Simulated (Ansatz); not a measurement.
## What a change does: single-point calculation on BCl₄

System: BCl₄, charge −1.
Method of run A: RKS PBE-D4/def2-SVPD (Ansatz 0.2.0).

Text and figures count atoms from 1; the logs count them from 0 in places.

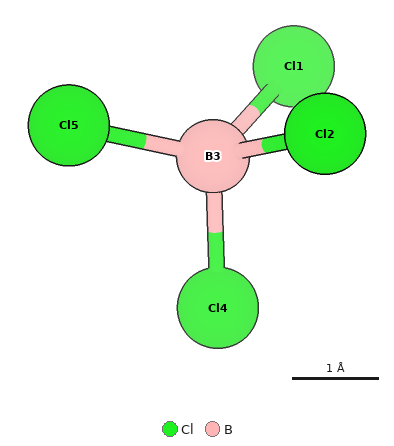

**Figure 1.** The input geometry (ball-and-stick view, seen at a tilt; atoms are numbered from 1 in the order of the input). Bond lengths as drawn: B–Cl 1.88 to 1.99 Å.

**The input, run A**
```yaml
crystal:
  periodic: [false, false, false]
  atoms:
    - { symbol: Cl, position_ang: [0.855322, -1.073697, -1.436471] }
    - { symbol: Cl, position_ang: [1.0082, -0.775562, 1.384445] }
    - { symbol: B, position_ang: [3.5e-05, 1.0e-06, 2.0e-05] }
    - { symbol: Cl, position_ang: [-1.774288, -0.613967, 0.097157] }
    - { symbol: Cl, position_ang: [0.026235, 1.871394, 0.178255] }
total_charge: -1
basis:
  gaussian: { orbitals: def2-SVPD }
hamiltonian:
  xc: pbe
  dispersion: d4
output:
  forces: true
```

Command:
```bash
ansatz run input.yaml --threads 1 --pin off --max-ram 2560MiB --backend cpu --events-out ev --progress --plain --runs-dir out
```

Hardware: 1 thread of Arm Neoverse N1, 98 GiB of memory available, shared host.

**Output (run A)**
```
Engine: ansatz 0.2.0, aarch64-unknown-linux-gnu
Functional definition: PBE
  parameter kappa = 0.804
  parameter beta = 0.06672455060314922
  exchange = pbe_x(kappa = kappa, mu = beta*pi^2/3)
  correlation = pbe_c(beta = beta)
1263 factors; their error is unknown
mean field evaluation 1: about -50736.4164 eV, gradient 1.1e1 eV
mean field evaluation 2: about -50735.1779 eV, gradient 2.5e1 eV
mean field evaluation 4: about -50736.7455 eV, gradient 6.4e-1 eV
mean field evaluation 8: about -50736.7071 eV, gradient 1.2e-2 eV
mean field -50736.70708106 eV, -1864.5395946535 hartree, gradient 1.9e-5 eV, S^2 0.000000; 0 other end points of the search recorded, 0 dependent functions left out
the calculation of the forces begins
reference -50736.70711993 eV, -1864.5395960821 hartree; 37, 37 occupied and 91, 91 virtual orbitals, 1263 factors
Total energy: -50736.94929688 eV, -1864.5484959209 hartree
Atom 0 at     0.855322    -1.073697    -1.436471 Å, force    -0.497700     1.238704    -0.463551 eV/Å
Atom 1 at     1.008200    -0.775562     1.384445 Å, force    -0.050707     0.366321     0.922516 eV/Å
Atom 2 at     0.000035     0.000001     0.000020 Å, force     0.308947    -1.332159     0.267639 eV/Å
Atom 3 at    -1.774288    -0.613967     0.097157 Å, force     0.017542     0.246252    -0.095226 eV/Å
Atom 4 at     0.026235     1.871394     0.178255 Å, force     0.221917    -0.519118    -0.631379 eV/Å
Dipole moment:    -0.056979     0.104245     0.059195 e Å
```

For run B the input was changed thus:
```diff
-    - { symbol: Cl, position_ang: [0.855322, -1.073697, -1.436471] }
+    - { symbol: Cl, position_ang: [0.739902, -0.481854, -1.659742] }
```

How does run B compare with run A?

On the same kind of shared host run B took about 320 times as long.

**Output (run B)**
```
Engine: ansatz 0.2.0, aarch64-unknown-linux-gnu
Functional definition: PBE
  parameter kappa = 0.804
  parameter beta = 0.06672455060314922
  exchange = pbe_x(kappa = kappa, mu = beta*pi^2/3)
  correlation = pbe_c(beta = beta)
1263 factors; their error is unknown
mean field evaluation 1: about -50736.9831 eV, gradient 9.5e0 eV
mean field evaluation 2: about -50736.2073 eV, gradient 2.0e1 eV
mean field evaluation 4: about -50737.2101 eV, gradient 2.6e-1 eV
mean field evaluation 8: about -50737.1689 eV, gradient 5.1e-4 eV
mean field -50737.16893421 eV, -1864.5565674438 hartree, gradient 5.4e-5 eV, S^2 0.000000; 0 other end points of the search recorded, 0 dependent functions left out
the calculation of the forces begins
reference -50737.16897323 eV, -1864.5565688779 hartree; 37, 37 occupied and 91, 91 virtual orbitals, 1263 factors
Total energy: -50737.41388101 eV, -1864.5655690727 hartree
Atom 0 at     0.739902    -0.481854    -1.659742 Å, force     0.000270    -0.000141    -0.000507 eV/Å
Atom 1 at     1.008200    -0.775562     1.384445 Å, force     0.000122    -0.000042     0.000160 eV/Å
Atom 2 at     0.000035     0.000001     0.000020 Å, force    -0.000385     0.000081     0.000259 eV/Å
Atom 3 at    -1.774288    -0.613967     0.097157 Å, force    -0.000042    -0.000006     0.000037 eV/Å
Atom 4 at     0.026235     1.871394     0.178255 Å, force     0.000035     0.000108     0.000052 eV/Å
Dipole moment:     0.000039    -0.000012    -0.000031 e Å
```

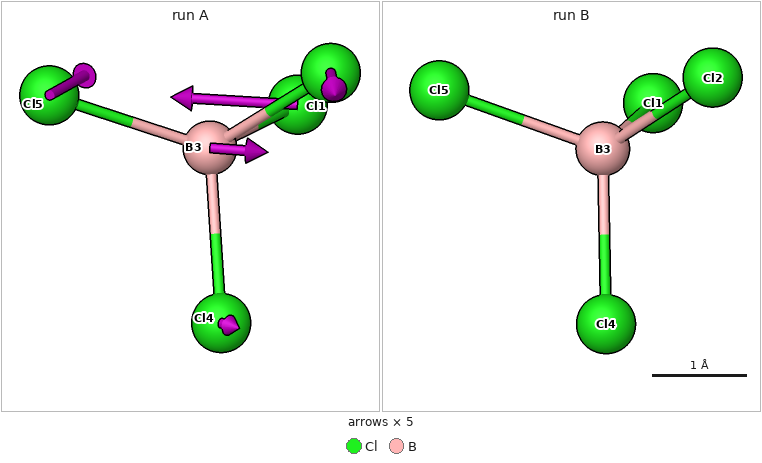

**Figure 2.** The two input geometries at one scale (ball-and-stick view, seen at a tilt). The pink arrows on the first give the shifts of the atoms after the best rigid fit, magnified 5 times. The largest move after the best rigid fit is that of Cl1, 0.28 Å. Largest moves by element: Cl 0.28 Å, B 0.13 Å. Among the contacts that change: Cl1–B3 1.987 → 1.880 Å.

**The two runs side by side**

```tsv
quantity	run A	run B
outcome	converged	converged
total energy (hartree)	−1864.548496	–
largest force (eV/Å)	1.413	–
basis functions	128	–
wall time (shared host)	6.7 s	36 min
```
